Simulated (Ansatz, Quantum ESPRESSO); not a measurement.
# Gate doping of 1T-TiO2, 2 layers, AB stacking, part 7 of 9

How rigid are the bands of 1T-TiO2, 2 layers, AB stacking under field-effect doping?

Quantum ESPRESSO 7.5; plane-wave DFT, PBE, GBRV ultrasoft pseudopotentials; geometry by Ansatz 0.2.0 with PAW datasets.

So far. Step 19 (Bands along a path: charge -0.0929 e against a gate): Along this path the valence top lies between K and Γ and the conduction bottom at Γ.

### Step 21. Projections on atomic orbitals

Level of this step: projected DOS under the gate (Quantum ESPRESSO).

Projections on atomic orbitals tell which layers and orbitals hold the states near the zero of energy.

File pdos.in:

```
&projwfc
  prefix = 'g3'
  outdir = './out'
  filpdos = 'pdos'
  Emin = -2.956
  Emax = 3.044
  DeltaE = 0.04
  ngauss = 0
  degauss = 0.005
/
```

The run is started by

```sh
> OMP_NUM_THREADS=1 mpirun -n 4 projwfc.x -in pdos.in > pdos.out
```

Log:

```text
[banner, memory and clock lines left out]
Program PROJWFC v.7.5 starts

          URL

     ./out/g3.save/

     IMPORTANT: XC functional enforced from input :
     Exchange-correlation= PBE
                           (   1   4   3   4   0   0   0)
     Any further DFT definition will be discarded
     Please, verify this is what you really want

     Adding charged plate to compensate the charge of the system - add_gatefield
     see PRB 89, 245406 (2014), works only for 2D systems perpendicular to z
                                i.e. 3rd lattice vector is (0,0,c)

        prefactor of the potential in [Ha a.u.]:    -0.021268
               position of the gate within cell:     0.19191
         ion-gate + gate-gate contribution to the total energy:   -24.119859
                         gate-gate contribution:     0.018807

        Adding potential to prevent charge spilling into region of the gate
        Potential is linearly increased and decreased within the first/last eopreg of block_size
        block_size =  0.13235 in units of unit cell length
        block_height =  2.00000 in Ry

     Check: negative core charge=   -0.000002

     negative rho (up, down):  8.011E-03 0.000E+00

     Adding external electric field

     Computed dipole along edir(3) :
        Dipole               -0.9793 Ry au,         -2.4891 Debye
        Dipole field         -0.0079 Ry au,

        Potential amp.        0.8878 Ry
        Total length         56.5409 bohr

     Gaussian broadening (read from input): ngauss,degauss=   0    0.005000

     Calling projwave ....
     one sub-group per band group will be used

     linear algebra parallelized on   4 procs

  Problem Sizes
  natomwfc =           36
  nx       =           18
  nbnd     =           30
  nkstot   =           19
  npwx     =         1735
  nkb      =           88

     Atomic states used for projection
     (read from pseudopotential files):

     state #   1: atom   1 (O  ), wfc  1 (l=0 m= 1)
     state #   2: atom   1 (O  ), wfc  2 (l=1 m= 1)
     state #   3: atom   1 (O  ), wfc  2 (l=1 m= 2)
     state #   4: atom   1 (O  ), wfc  2 (l=1 m= 3)
     state #   5: atom   2 (Ti ), wfc  1 (l=0 m= 1)
     state #   6: atom   2 (Ti ), wfc  2 (l=1 m= 1)
     state #   7: atom   2 (Ti ), wfc  2 (l=1 m= 2)
     state #   8: atom   2 (Ti ), wfc  2 (l=1 m= 3)
     state #   9: atom   2 (Ti ), wfc  3 (l=0 m= 1)
     state #  10: atom   2 (Ti ), wfc  4 (l=2 m= 1)
     state #  11: atom   2 (Ti ), wfc  4 (l=2 m= 2)
     state #  12: atom   2 (Ti ), wfc  4 (l=2 m= 3)
     state #  13: atom   2 (Ti ), wfc  4 (l=2 m= 4)
     state #  14: atom   2 (Ti ), wfc  4 (l=2 m= 5)
     state #  15: atom   3 (O  ), wfc  1 (l=0 m= 1)
     state #  16: atom   3 (O  ), wfc  2 (l=1 m= 1)
     state #  17: atom   3 (O  ), wfc  2 (l=1 m= 2)
     state #  18: atom   3 (O  ), wfc  2 (l=1 m= 3)
     state #  19: atom   4 (O  ), wfc  1 (l=0 m= 1)
     state #  20: atom   4 (O  ), wfc  2 (l=1 m= 1)
     state #  21: atom   4 (O  ), wfc  2 (l=1 m= 2)
     state #  22: atom   4 (O  ), wfc  2 (l=1 m= 3)
     state #  23: atom   5 (Ti ), wfc  1 (l=0 m= 1)
     state #  24: atom   5 (Ti ), wfc  2 (l=1 m= 1)
     state #  25: atom   5 (Ti ), wfc  2 (l=1 m= 2)
     state #  26: atom   5 (Ti ), wfc  2 (l=1 m= 3)
     state #  27: atom   5 (Ti ), wfc  3 (l=0 m= 1)
     state #  28: atom   5 (Ti ), wfc  4 (l=2 m= 1)
     state #  29: atom   5 (Ti ), wfc  4 (l=2 m= 2)
     state #  30: atom   5 (Ti ), wfc  4 (l=2 m= 3)
     state #  31: atom   5 (Ti ), wfc  4 (l=2 m= 4)
     state #  32: atom   5 (Ti ), wfc  4 (l=2 m= 5)
     state #  33: atom   6 (O  ), wfc  1 (l=0 m= 1)
     state #  34: atom   6 (O  ), wfc  2 (l=1 m= 1)
     state #  35: atom   6 (O  ), wfc  2 (l=1 m= 2)
     state #  36: atom   6 (O  ), wfc  2 (l=1 m= 3)

[... projections of each state ...]
Lowdin Charges:

     Atom #   1: total charge =   6.8036, s =  1.8248,
     Atom #   1: total charge =   6.8036, p =  4.9789, pz=  1.6829, px=  1.6480, py=  1.6480,
     Atom #   1: total charge =   6.8036, d =  0.0000, dz2=  0.0000, dxz=  0.0000, dyz=  0.0000, dx2-y2=  0.0000, dxy=  0.0000,
     Atom #   2: total charge =  10.4532, s =  2.4025,
     Atom #   2: total charge =  10.4532, p =  5.9929, pz=  1.9992, px=  1.9969, py=  1.9969,
     Atom #   2: total charge =  10.4532, d =  2.0577, dz2=  0.2868, dxz=  0.4605, dyz=  0.4605, dx2-y2=  0.4250, dxy=  0.4250,
     Atom #   3: total charge =   6.7337, s =  1.8269,
     Atom #   3: total charge =   6.7337, p =  4.9068, pz=  1.6428, px=  1.6320, py=  1.6320,
     Atom #   3: total charge =   6.7337, d =  0.0000, dz2=  0.0000, dxz=  0.0000, dyz=  0.0000, dx2-y2=  0.0000, dxy=  0.0000,
     Atom #   4: total charge =   6.7440, s =  1.8267,
     Atom #   4: total charge =   6.7440, p =  4.9173, pz=  1.6496, px=  1.6339, py=  1.6339,
     Atom #   4: total charge =   6.7440, d =  0.0000, dz2=  0.0000, dxz=  0.0000, dyz=  0.0000, dx2-y2=  0.0000, dxy=  0.0000,
     Atom #   5: total charge =  10.4297, s =  2.3993,
     Atom #   5: total charge =  10.4297, p =  5.9930, pz=  1.9992, px=  1.9969, py=  1.9969,
     Atom #   5: total charge =  10.4297, d =  2.0375, dz2=  0.2840, dxz=  0.4497, dyz=  0.4497, dx2-y2=  0.4270, dxy=  0.4270,
     Atom #   6: total charge =   6.7395, s =  1.8272,
     Atom #   6: total charge =   6.7395, p =  4.9123, pz=  1.6484, px=  1.6319, py=  1.6319,
     Atom #   6: total charge =   6.7395, d =  0.0000, dz2=  0.0000, dxz=  0.0000, dyz=  0.0000, dx2-y2=  0.0000, dxy=  0.0000,
     Spilling Parameter:   0.0039
```

Elapsed: 1.2 s, on 4 MPI ranks of Arm Neoverse V1, shared host; peak memory 0.11 GiB; 4.4 s of CPU time.

Numbers from this step:

```
spilling of the projection : 0.0039
```

The density of states has structure finer than the step of the table below, so its rows give means over 0.25 eV, whole bins alone (the curve runs from -3.00 to 0.960 eV). Peaks (eV: height): -2.680: 3.83, 0.440: 8.55, 0.600: 8.78.

Gaussian width 0.005 Ry; cut where the computed bands begin to run out. Density of states against energy, zero at the Fermi level; means over each step:

```
energy (eV)  density of states (states/eV a cell)
      -2.75                                  2.81
      -2.50                                 0.882
      -2.25                                9.9e-6
      -2.00                                     0
      -1.75                                     0
      -1.50                                     0
      -1.25                                     0
      -1.00                                     0
      -0.75                                     0
      -0.50                                     0
      -0.25                                0.0108
       0.00                                  1.11
       0.25                                  6.50
       0.50                                  8.00
       0.75                                  4.60
```

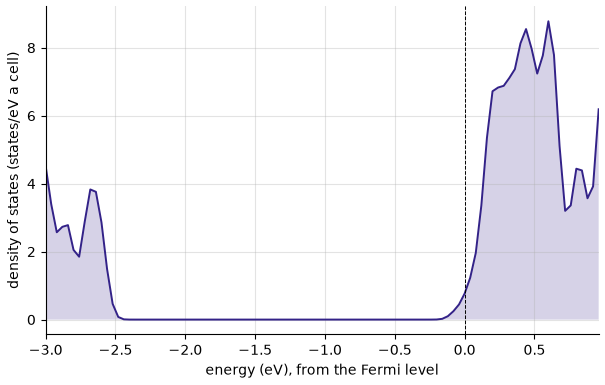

Density of states, plotted against energy.

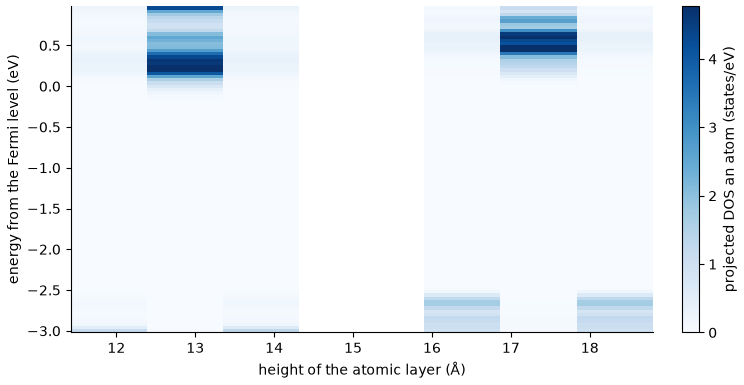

Projected DOS an atom over height of the atomic layer and energy from the Fermi level. Columns are the atomic layers from the bottom up.

The atomic orbitals miss 0.4 % of the occupied states; for empty states the projections can miss much more.

On so few k points the sharp peaks and dips of the DOS are largely sampling.

(Continued in part 8 of 9.)

[Logs are printed without paths, hosts, clocks, repeated set-up lines and the standing remarks that a program may print on its own settings, such as how far it seeks lower states.]

[Hosts, paths, dates, database ids (printed as entryN), source tags and the programs' standing remarks are cut or masked in the printed files.]

[Maps of the electrostatic potential energy from Ansatz leave out the sawtooth potential of an applied field or a dipole correction, so their vacuum need not be flat; planar profiles and work functions include it.]
